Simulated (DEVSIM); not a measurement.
System: Ni/Al2O3/p-Si capacitor, at 250 K.

| layer (left to right) | material | thickness (nm) | Na (cm⁻³) |
|---|---|---|---|
| 1 | Al2O3 | 2.20 | - |
| 2 | Si | 360 | 1.3e18 |

Metal gate on the left, work function 5.1 eV. Fixed charge at the semiconductor interface 0 cm⁻² (in units of +e); no interface traps.

Constants are typed, rounded textbook-type inputs, not results; the design itself was drawn at random and stands for no fabricated device. Values at 300 K; Nc and Nv go as T^1.5, mobilities as T to minus their exponent, the gap by Varshni's rule with the affinity fixed.

```csv
parameter,Al2O3,Si
gap (eV),6.8,1.124
affinity (eV),1.35,4.05
permittivity,9,11.7
Nc (cm⁻³),-,2.86e19
Nv (cm⁻³),-,3.1e19
Varshni α (eV/K),-,0.000473
Varshni β (K),-,636
```

Model (solved in DEVSIM): 1D Poisson equation in equilibrium, Boltzmann statistics, complete ionisation; no quantum confinement or tunnelling. Metal contacts follow the ideal Schottky-Mott rule: no Fermi-level pinning, no interface dipoles.

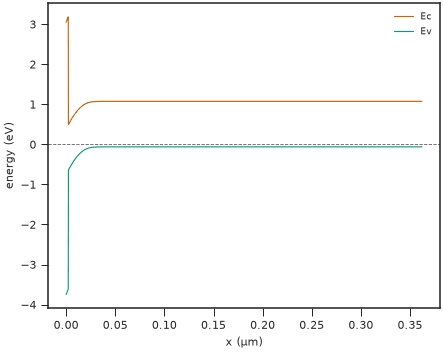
Fig. 1. Band edges at 0.7 V on the gate

Energies count from the Fermi level of the right contact; mesh points crowd at the junctions.

```csv
x (μm),Ec (eV),Ev (eV),n (cm⁻³),p (cm⁻³),field (V/cm)
0.000,3.050,-3.750,< 1e2,< 1e2,620000
0.0006252,3.089,-3.711,< 1e2,< 1e2,620000
0.001173,3.123,-3.677,< 1e2,< 1e2,620000
0.001778,3.160,-3.640,< 1e2,< 1e2,620000
0.002613,0.506,-0.630,1.4e9,4600000,470000
0.003743,0.557,-0.579,1.3e8,5.1e7,450000
0.005678,0.640,-0.496,2700000,2.4e9,410000
0.01014,0.802,-0.334,1500,4.3e12,320000
0.01665,0.966,-0.170,< 1e2,8.7e15,190000
0.02692,1.064,-0.072,< 1e2,8.3e17,28000
0.04540,1.074,-0.062,< 1e2,1.3e18,120
0.09103,1.074,-0.062,< 1e2,1.3e18,≈ 0
0.1502,1.074,-0.062,< 1e2,1.3e18,≈ 0
0.2340,1.074,-0.062,< 1e2,1.3e18,≈ 0
0.2996,1.074,-0.062,< 1e2,1.3e18,≈ 0
0.3249,1.074,-0.062,< 1e2,1.3e18,≈ 0
0.3409,1.074,-0.062,< 1e2,1.3e18,≈ 0
0.3498,1.074,-0.062,< 1e2,1.3e18,≈ 0
0.3567,1.074,-0.062,< 1e2,1.3e18,≈ 0
0.3595,1.074,-0.062,< 1e2,1.3e18,≈ 0
0.3610,1.074,-0.062,< 1e2,1.3e18,≈ 0
0.3622,1.074,-0.062,< 1e2,1.3e18,≈ 0
```
